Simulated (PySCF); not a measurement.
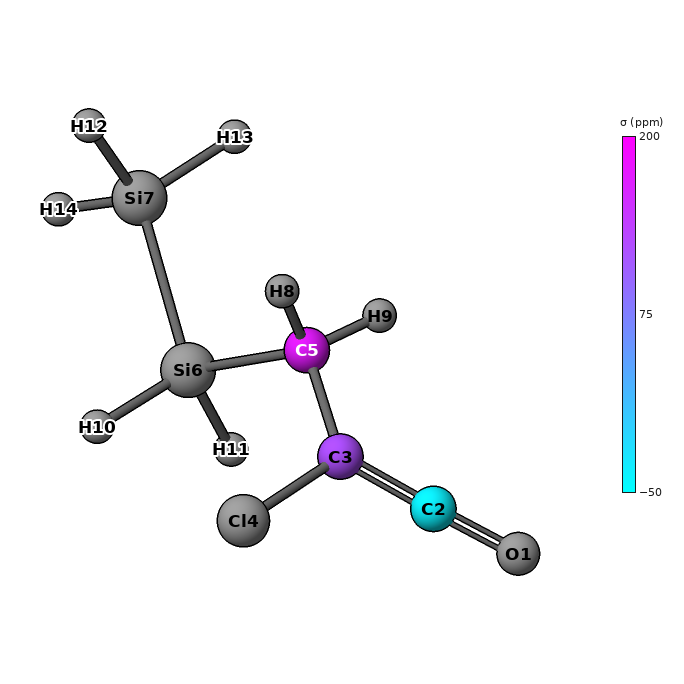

Atoms are coloured by their isotropic NMR shieldings (C only, the others grey). The computed structure is the end point of a GFN2-xTB optimisation. No frequency run is at hand to confirm it as a minimum. Level of theory: GIAO PBE0/pcSseg-1 NMR shielding, non-relativistic, gas phase (PySCF 2.14.0).

Give the isotropic NMR shieldings of the C atoms atom by atom.

```json
{"atom": "C2", "σ (ppm)": "−36.9"}
{"atom": "C3", "σ (ppm)": "121.6"}
{"atom": "C5", "σ (ppm)": "172.8"}
```

The geometry is semi-empirical. Around Si such bond lengths and angles can be off by a tenth of an ångström or more and by several degrees, and values that hang on the shape move with them.
